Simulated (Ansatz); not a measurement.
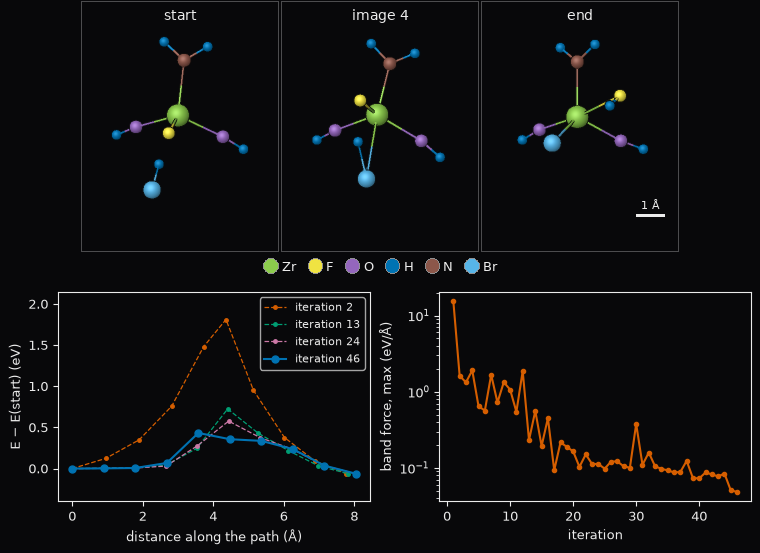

NEB run on ZrNH5O2BrF. Images are numbered from 0 (start) to 9 (end). The plot follows the band through its iterations. The picture is a ball-and-stick view, seen from a free direction.

These are results of Ansatz, RHF/def2-SVP, not measurements. Set-up: 8 movable images; no climbing image; force threshold 0.05 eV/Å; iteration limit 60; starting path through a guess of the saddle point.

Question: How did the profile develop, and is the result final?

Answer: The run is converged, with reservations. The band converged in 46 iterations. The largest component of the band force went from 15 to 0.048 eV/Å. No image climbed, so the highest image needn't lie on the saddle point, and the true maximum along this path can be higher. The first iteration put the highest image at 4.39 eV. The energy climbs by 0.43 eV to image 4 and then falls by 0.50 eV, so the end point sits at −0.06 eV.

Limits of the set-up: Hartree-Fock leaves out electron correlation.
